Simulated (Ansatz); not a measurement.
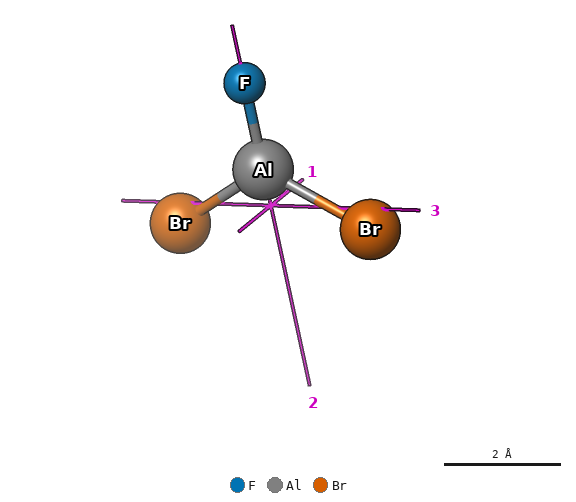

The three principal axes of inertia are drawn and numbered. Depth is shown by fading: the farther an atom, the more it takes the colour of the background. The geometry was computed by an optimisation with PBE0-D4/def2-TZVP. Masses are those of the most abundant isotopes; constants are for the rigid equilibrium geometry.

Q: Which line is the a axis (least moment of inertia), which b and which c?

A: a is line 3, b is line 2, c is line 1; the moments are 139, 597, 736 u Å².

Q: Classify the rotor and give the rotational constants (cm⁻¹).

A: An asymmetric top (C2v): A = 0.121, B = 0.0282, C = 0.0229 cm⁻¹. Ray's parameter κ is −0.89, close to the prolate limit.
